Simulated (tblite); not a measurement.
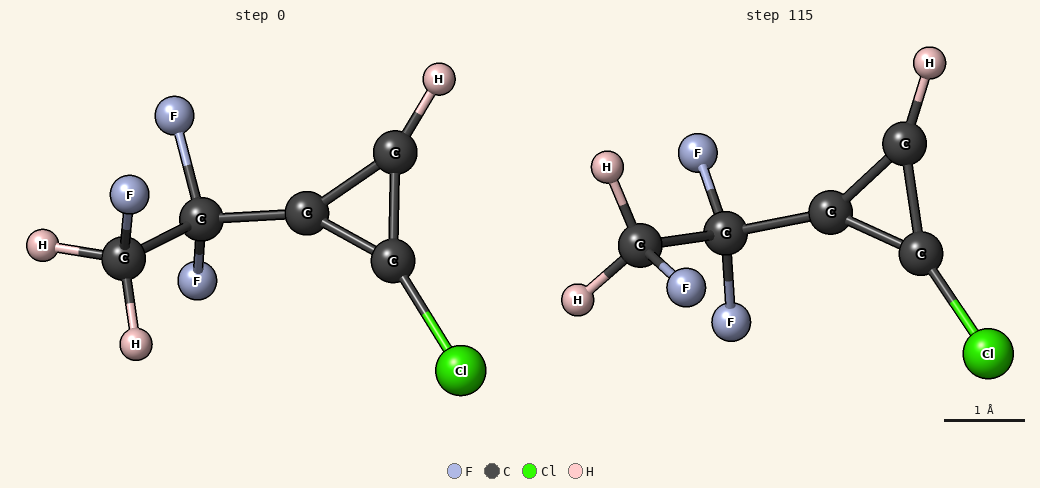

The structure of C$_{5}$H$_{3}$ClF$_{3}$ (charge +1) before (left) and after (right) a relaxation, at one scale.

Style: ball-and-stick. Shown at a tilt.

Method: GFN2-xTB geometry optimisation, gas phase in tblite. 

> Describe what moved and what it gained.

The atom that moves furthest after the best rigid fit is an H atom (1.33 Å). By element the largest moves are H 1.33 Å, F 1.25 Å, Cl 0.28 Å, C 0.21 Å. Near-neighbour distances that change, for instance: C–Cl 1.755 → 1.600 Å, C–F 1.383 → 1.343 Å, C–C 1.395 → 1.370 Å, C–C 1.465 → 1.486 Å. Bond angles that change, for instance: C–C–Cl 146.6° → 151.9°, C–C–H 104.3° → 109.6°, F–C–C 105.9° → 111.0°. Groups turn about C–C by about 85°, C–C by about 30°. After 115 geometry steps the energy has fallen by 13.1 kcal/mol.
